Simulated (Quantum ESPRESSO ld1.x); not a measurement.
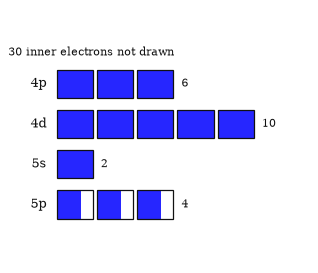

Fig. 1: The outer shells as the input fills them: a box for each of the 2l + 1 orbitals, shaded by the share of the shell that is filled, with the electron count at the right.

## Te: atomic calculation

System: Te, configuration typed as [Kr] 4d10 5s2 5p4.
Method: radial all-electron Kohn-Sham run of Quantum ESPRESSO ld1.x with rel=1, lsd=1, dft='PZ' as typed.

The input:
```
 &input
    zed=52.0,
    iswitch=1,
    rel=1,
    lsd=1,
    dft='PZ',
    config='[Kr] 4d10 5s2 5p4',
    verbosity='high',
    tr2=1e-25,
    prefix='ld1',
    max_out_wfc=37,
    file_charge='ld1.rho',
 /
```

Hardware: 1 CPU thread, shared host.

Command:
```bash
OMP_NUM_THREADS=1 ld1.x < ld1.in > ld1.out
```

Output:
```
     Program LD1 v.7.5 starts

     Message from routine scf:
     warning: convergence not achieved
     --------------------------- All-electron run ----------------------------

     scalar relativistic calculation

     atomic number is 52.00
     dft =PZ   lsd =1 sic =0 latt =0  beta=0.20 tr2=1.0E-25
     Exchange-correlation= PZ
                           (   1   1   0   0   0   0   0)
     mesh =2071 r(mesh) = 100.35925 a.u. xmin = -8.00 dx = 0.00800
     1 Ry =  13.60569312 eV, c = 137.03599908

     n l     nl                  e(Ry)          e(Ha)          e(eV)
     1 0     1S 1( 1.00)   -2322.072324244   -1161.036162122 -31593.4034531
     2 0     2S 1( 1.00)    -356.156508700    -178.078254350  -4845.7561611
     2 1     2P 1( 3.00)    -319.902853968    -159.951426984  -4352.5000603
     3 0     3S 1( 1.00)     -70.835463362     -35.417731681   -963.7655767
     3 1     3P 1( 3.00)     -59.049803285     -29.524901643   -803.4135025
     4 0     4S 1( 1.00)     -12.051229764      -6.025614882   -163.9653339
     4 1     4P 1( 3.00)      -8.391574418      -4.195787209   -114.1731864
     3 2     3D 1( 5.00)     -41.177195318     -20.588597659   -560.2442832
     4 2     4D 1( 5.00)      -3.066332570      -1.533166285    -41.7195800
     5 0     5S 1( 1.00)      -1.158518618      -0.579259309    -15.7624488
     5 1     5P 1( 3.00)      -0.478936510      -0.239468255     -6.5162632
     1 0     1S 2( 1.00)   -2322.068193995   -1161.034096997 -31593.3472582
     2 0     2S 2( 1.00)    -356.154348910    -178.077174455  -4845.7267757
     2 1     2P 2( 3.00)    -319.899587937    -159.949793968  -4352.4556236
     3 0     3S 2( 1.00)     -70.831786484     -35.415893242   -963.7155503
     3 1     3P 2( 3.00)     -59.045795606     -29.522897803   -803.3589752
     4 0     4S 2( 1.00)     -12.043241104      -6.021620552   -163.8566427
     4 1     4P 2( 3.00)      -8.382626305      -4.191313153   -114.0514411
     3 2     3D 2( 5.00)     -41.173444554     -20.586722277   -560.1932514
     4 2     4D 2( 5.00)      -3.050976231      -1.525488116    -41.5106463
     5 0     5S 2( 1.00)      -1.085882283      -0.542941141    -14.7741811
     5 1     5P 2( 1.00)      -0.407771145      -0.203885572     -5.5480091

     final scf error:  3.4E-19 reached in 201 iterations

     Etot =  -13577.732932 Ry,   -6788.866466 Ha, -184734.467582 eV
     Total magnetization:    2.00 Bohr mag.

     Ekin =   14222.721324 Ry,    7111.360662 Ha,  193509.981712 eV
     Encl =  -32856.662731 Ry,  -16428.331366 Ha, -447037.670164 eV
     Eh   =    5395.931230 Ry,    2697.965615 Ha,   73415.384424 eV
     Exc  =    -339.722755 Ry,    -169.861378 Ha,   -4622.163555 eV

     normalization and overlap integrals

     s(1S/1S) =  1.000000  <r> =   0.0278  <r2> =    0.0010  r(max) =   0.0179
     s(1S/2S) = -0.014393
     s(1S/3S) = -0.006058
     s(1S/4S) = -0.002761
     s(1S/5S) = -0.000972
     s(2S/2S) =  1.000000  <r> =   0.1200  <r2> =    0.0170  r(max) =   0.1015
     s(2S/3S) = -0.003729
     s(2S/4S) = -0.001635
     s(2S/5S) = -0.000572
     s(2P/2P) =  1.000000  <r> =   0.1048  <r2> =    0.0134  r(max) =   0.0812
     s(2P/3P) = -0.003044
     s(2P/4P) = -0.001247
     s(2P/5P) = -0.000357
     s(3S/3S) =  1.000000  <r> =   0.3226  <r2> =    0.1190  r(max) =   0.2919
     s(3S/4S) = -0.001103
     s(3S/5S) = -0.000376
     s(3P/3P) =  1.000000  <r> =   0.3206  <r2> =    0.1192  r(max) =   0.2873
     s(3P/4P) = -0.000932
     s(3P/5P) = -0.000261
     s(4S/4S) =  1.000000  <r> =   0.7647  <r2> =    0.6615  r(max) =   0.6982
     s(4S/5S) = -0.000239
     s(4P/4P) =  1.000000  <r> =   0.8216  <r2> =    0.7705  r(max) =   0.7384
     s(4P/5P) = -0.000164
     s(3D/3D) =  1.000000  <r> =   0.2970  <r2> =    0.1045  r(max) =   0.2371
     s(3D/4D) = -0.000622
     s(4D/4D) =  1.000000  <r> =   0.9748  <r2> =    1.1190  r(max) =   0.8128
     s(5S/5S) =  1.000000  <r> =   2.0774  <r2> =    4.9023  r(max) =   1.7946
     s(5P/5P) =  1.000000  <r> =   2.6426  <r2> =    8.0807  r(max) =   2.1571
     s(1S/1S) =  1.000000  <r> =   0.0278  <r2> =    0.0010  r(max) =   0.0179
     s(1S/2S) = -0.014393
     s(1S/3S) = -0.006058
     s(1S/4S) = -0.002761
     s(1S/5S) = -0.000979
     s(2S/2S) =  1.000000  <r> =   0.1200  <r2> =    0.0170  r(max) =   0.1015
     s(2S/3S) = -0.003729
     s(2S/4S) = -0.001635
     s(2S/5S) = -0.000576
     s(2P/2P) =  1.000000  <r> =   0.1048  <r2> =    0.0134  r(max) =   0.0812
     s(2P/3P) = -0.003044
     s(2P/4P) = -0.001247
     s(2P/5P) = -0.000353
     s(3S/3S) =  1.000000  <r> =   0.3226  <r2> =    0.1190  r(max) =   0.2919
     s(3S/4S) = -0.001103
     s(3S/5S) = -0.000379
     s(3P/3P) =  1.000000  <r> =   0.3206  <r2> =    0.1192  r(max) =   0.2873
     s(3P/4P) = -0.000932
     s(3P/5P) = -0.000258
     s(4S/4S) =  1.000000  <r> =   0.7646  <r2> =    0.6611  r(max) =   0.6982
     s(4S/5S) = -0.000240
     s(4P/4P) =  1.000000  <r> =   0.8211  <r2> =    0.7694  r(max) =   0.7384
     s(4P/5P) = -0.000163
     s(3D/3D) =  1.000000  <r> =   0.2970  <r2> =    0.1045  r(max) =   0.2371
     s(3D/4D) = -0.000624
     s(4D/4D) =  1.000000  <r> =   0.9715  <r2> =    1.1102  r(max) =   0.8128
     s(5S/5S) =  1.000000  <r> =   2.0761  <r2> =    4.9080  r(max) =   1.7803
     s(5P/5P) =  1.000000  <r> =   2.6948  <r2> =    8.4703  r(max) =   2.1571

     ------------------------ End of All-electron run ------------------------
```

Outcome:

| quantity | value |
| --- | --- |
| outcome | not converged |
| total energy | −6788.8665 hartree |
| kinetic energy | 7111.3607 hartree |
| electron–nucleus energy | −16428.3314 hartree |
| Hartree energy | 2697.9656 hartree |
| exchange–correlation energy | −169.861378 hartree |
| SCF iterations | 201 |
| wall time | 2.4 s |

Diagnosis:

The input is odd on purpose: threshold too tight. The run did not meet its convergence test in 201 iterations, so its last values are not results.
